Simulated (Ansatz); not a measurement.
# Rh: how the settings move a single-point run

How sensitive is a single-point run of Rh to its settings? A reference run comes first, then one run with altered input.

This is Rh in the hcp structure; at room conditions it is fcc.

Program: Ansatz 0.2.0. Level of theory: reference: DFT, LDA, PAW with Ansatz's default frozen-core files, scalar-relativistic. These are calculated values, not measurements.

1 further run of the same task is left out (set aside as unsound or not needed).

## (1) Starting point

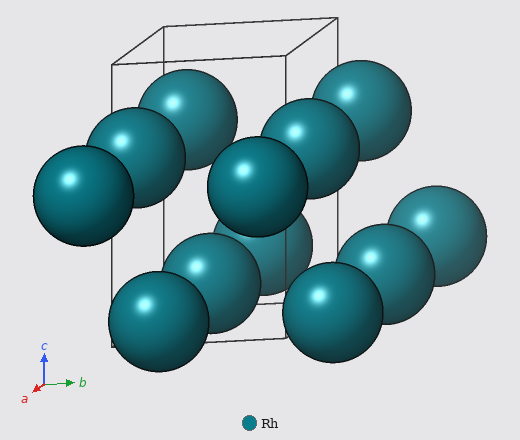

The starting structure, seen slightly off an axis (rhodium blue). 3×2×1 cells are drawn.

As a file:

```cif
data_structure
_symmetry_space_group_name_H-M 'P 1'
_symmetry_Int_Tables_number 1
_cell_length_a 2.7310
_cell_length_b 2.7310
_cell_length_c 4.4285
_cell_angle_alpha 90.000
_cell_angle_beta 90.000
_cell_angle_gamma 120.000
_cell_volume 28.60
loop_
_atom_site_label
_atom_site_type_symbol
_atom_site_fract_x
_atom_site_fract_y
_atom_site_fract_z
_atom_site_occupancy
Rh1 Rh 0.66667 0.33333 0.75000 1
Rh2 Rh 0.33333 0.66667 0.25000 1
```

## (2) Baseline

Input file input.yaml:

```yaml
crystal:
  lattice:
    - [2.7309790422, 0.0, 0.0]
    - [-1.3654895211, 2.3650972278, 0.0]
    - [0.0, 0.0, 4.428489]
  atoms:
    - { symbol: Rh, position: [0.6666666667, 0.3333333333, 0.75], spin: 1.0 }
    - { symbol: Rh, position: [0.3333333333, 0.6666666667, 0.25], spin: 1.0 }
magnetization:
  spin_polarized: true
kpoints:
  mp_grid: { grid: [16, 16, 9] }
scf:
  occupations: { method: fermi_dirac, width: 0.05 }
  lower_state_search: "off"
hamiltonian:
  xc: lda
  pseudopotentials: { kind: paw }
output:
  forces: true
  stress: true
  eigenvalues: true
  populations: true
  dos: { projected: true, de: 0.1, e_range: [-8, 5] }
  write_density: true
  write_potential: true
  elf: true
  volumetric_format: npy
```

Run with:

```sh
> ansatz run input.yaml --threads 1 --pin off --max-ram 3072MiB --backend cpu --events-out ev --progress --plain --runs-dir out
```

The main lines of its log:

```text
[...]
Basis set: ecut = 420 eV, 573 PW (Γ)
[...]
Magnetic group: BNS 194.263 (UNI 1493), of the structure as read, at distance tolerance 3.1e-5 Å
k-points: 150 of 2304
[...]
SCF iter   1: F=—  HF=-12558.221776 eV  |F-HF|=—  |Δ(HF+E_count)|=         —  Δρ=9.32e-2 (↑9.32e-2 ↓4.05e-2)  dr2=4.16e0  dr2_m=3.88e-1  M=0.955 μB ∫|m|=0.967 μB  β_m=0.30  ethr=3.10e-3  ⟨swp⟩=4.7  Hψ=25810  notcnv=0
preconditioner: auto → none  [metal: Δε(μ)=0.004 eV  Ē_g=8.792 eV  σ=0.050 eV  W_gap=0.02  n_scr=8 (ndim 8)  ℏωp=29.5 eV  f_vac=0.000  D(μ)=3.44/eV (n_scr^D=42)  sad-step TF]
SCF iter   2: F=—  HF=-12557.466343 eV  |F-HF|=—  |Δ(HF+E_count)|=   7.55e-1  Δρ=6.17e-2 (↑6.17e-2 ↓2.65e-2)  dr2=1.54e0  dr2_m=2.34e-1  M=0.854 μB ∫|m|=0.871 μB  β_m=0.30  ethr=3.10e-3  ⟨swp⟩=2.8  Hψ=12854  notcnv=0
[...]
SCF iter  18: F=-12557.093399 eV  HF=-12557.093399 eV  |F-HF|=2.91e-11  |Δ(HF+E_count)|=  7.69e-10  Δρ=6.18e-7 (↑6.18e-7 ↓3.66e-7)  dr2=8.21e-12  dr2_m=5.49e-11  M=-0.000 μB ∫|m|=0.000 μB  β_m=0.87  ethr=2.09e-12  ⟨swp⟩=4.0  Hψ=31276  notcnv=0
SCF iter  19: F=-12557.093399 eV  HF=-12557.093399 eV  |F-HF|=0.00e0  |Δ(HF+E_count)|=  4.37e-11  Δρ=4.68e-8 (↑4.68e-8 ↓3.65e-8)  dr2=6.26e-14  dr2_m=4.05e-13  M=-0.000 μB ∫|m|=0.000 μB  ethr=1.00e-12  ⟨swp⟩=3.1  Hψ=24729  notcnv=0
[...]
SCF converged after 19 iterations
Magnetization: -0.0000 μB (17.0000 up, 17.0000 down)
[...]
Free energy (F): -12557.093399 eV
[...]
E sigma→0 (E₀):  -12557.079760 eV
[...]
Fermi energy:    21.048126 eV
[...]
  P = ⅓ Tr σ = -19.4702 GPa (-194.702 kbar)
[...]
```

Run time: 25 s. Hardware: 1 thread of Arm Neoverse V1, shared host; peak memory 0.38 GiB.

## (3) Changed: starting moments

Input file input.yaml:

```yaml
crystal:
  lattice:
    - [2.7309790422, 0.0, 0.0]
    - [-1.3654895211, 2.3650972278, 0.0]
    - [0.0, 0.0, 4.428489]
  atoms:
    - { symbol: Rh, position: [0.6666666667, 0.3333333333, 0.75], spin: 0.01 }
    - { symbol: Rh, position: [0.3333333333, 0.6666666667, 0.25], spin: 0.01 }
magnetization:
  spin_polarized: true
kpoints:
  mp_grid: { grid: [16, 16, 9] }
scf:
  occupations: { method: fermi_dirac, width: 0.05 }
  lower_state_search: "off"
hamiltonian:
  xc: lda
  pseudopotentials: { kind: paw }
output:
  forces: true
  stress: true
  eigenvalues: true
```

Run with:

```sh
> ansatz run input.yaml --threads 1 --pin off --max-ram 3072MiB --backend cpu --events-out ev --progress --plain --runs-dir out
```

Log, cut to the lines that bear on the results:

```text
[...]
Pseudopotentials: kind: paw
Pseudopotential: Rh, paw, valence charge 17, recommended cutoff 420 eV (normal)
Functional definition: SPW92
[...]
Crystal: 2 atoms, lattice volume = 28.604 Å³
Basis set: ecut = 420 eV, 573 PW (Γ)
Bands: 22, of which v1, the nominal top of the filled ones, is band 17 counted from 1 (16 counted from 0)
Symmetry: 24 space group operations
Space group: P63/mmc (ITA 194), of the structure as read, at distance tolerance 3.1e-5 Å
Magnetic group: BNS 194.263 (UNI 1493), of the structure as read, at distance tolerance 3.1e-5 Å
k-points: 150 of 2304
[...]
Starting moments: Σ|m| = 0.02 μB on 2 of 2 sites
[...]
SCF iter   1: F=—  HF=-12558.379910 eV  |F-HF|=—  |Δ(HF+E_count)|=         —  Δρ=6.13e-2 (↑6.13e-2 ↓6.08e-2)  dr2=4.21e0  dr2_m=3.84e-5  M=0.010 μB ∫|m|=0.010 μB  β_m=0.30  ethr=3.10e-3  ⟨swp⟩=4.7  Hψ=25820  notcnv=0
[...]
spin-set hold released at iteration 9 (site moments contracting): the magnetisation degrees of freedom join the quasi-Newton model from the next iteration; the mixer history was flushed
[...]
SCF iter  15: F=-12557.093399 eV  HF=-12557.093399 eV  |F-HF|=3.64e-12  |Δ(HF+E_count)|=  5.46e-11  Δρ=7.30e-8 (↑6.57e-8 ↓7.30e-8)  dr2=1.22e-12  dr2_m=8.90e-13  M=0.000 μB ∫|m|=0.000 μB  ethr=1.00e-12  ⟨swp⟩=1.0  Hψ=15580  notcnv=0
WARN: the starting moments were not kept: the SCF closed with an absolute magnetisation of 1.6e-6 μB, where they sum to 0.02 μB in size (2 sites). That is at most 0.1 of that sum. Measured as dr2_m measures the in/out step, that magnetisation stands 8.1e-13 eV from none, at or under the [...]
SCF converged after 15 iterations
Magnetization: 0.0000 μB (17.0000 up, 17.0000 down)
Absolute magnetization: 0.0000 μB (∫|ρ↑−ρ↓|, with the PAW one-centre terms)
Spin contamination: 0.0000 ħ² per cell (⟨S²⟩ above its minimum at these occupations)
Per-site moments (μB) at R_I (Å): [(6.858458239548102e-7, 1.1212840296297686), (6.858458237847987e-7, 1.1212840296297686)]
Free energy (F): -12557.093399 eV
[...]
E sigma→0 (E₀):  -12557.079760 eV
Entropy (-TS):   -0.027278 eV (-13.639 meV/atom)
Fermi energy:    21.048125 eV
[...]
--- Forces (eV/Å), atoms counted from 1 ---
  atom   1  Rh     0.00000000     0.00000000    -0.00000000
  atom   2  Rh     0.00000000    -0.00000000     0.00000000
[...]
--- Stress (GPa, compression-positive) ---
      -18.772250       0.000000      -0.000000
        0.000000     -18.772250      -0.000000
       -0.000000      -0.000000     -20.866170
  P = ⅓ Tr σ = -19.4702 GPa (-194.702 kbar)
--- Band table (eV; the first three rows and the last of 300) ---
  k-point 0 ↑: bands = ["-57.6432", "-57.5445", "-25.8864", "-25.3066", "-25.3066", "-25.2290", "-25.2129", "-25.2129", "13.1855", "15.1099", "18.0761", "18.1703", "18.1703", "18.6600", "18.6600", "19.2494", "19.2494", "21.1783", "21.1783", "21.7363", "29.1553", "36.7890"]
[...]
```

Wall time 16 s (1 thread of Arm Neoverse V1, shared host); peak memory 0.38 GiB.

With the changed spin start the energy stays within 0.5 meV/atom: no moment survives, so both runs end on the same non-magnetic state.

## (4) All runs together

```tsv
run	ending	energy change	pressure (GPa)	gap (eV)	force (eV/Å)	cycles	time
reference	converged	0	-19.5	0.00	0.00	19	25 s
1: starting moments	converged	0.0 meV/atom	-19.5	0.00	0.00	15	16 s
```

Times don't compare one to one where runs were asked for different outputs or read a saved state (see the inputs); cycles may leave out searches for a lower state.

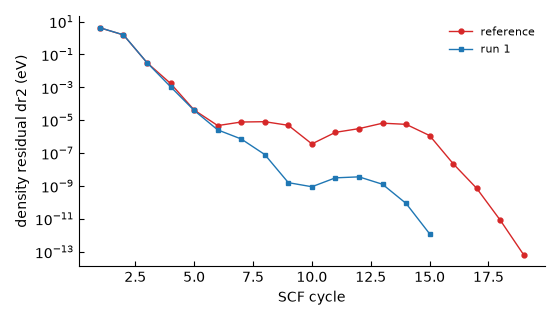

Residual by cycle in the longest SCF loop of each run; runs are numbered as in the table.

What this shows: With the changed spin start the energy stays within 0.5 meV/atom: no moment survives, so both runs end on the same non-magnetic state. The structure is not at rest: the sound run finds -19 GPa, so these are no properties of the relaxed crystal. 
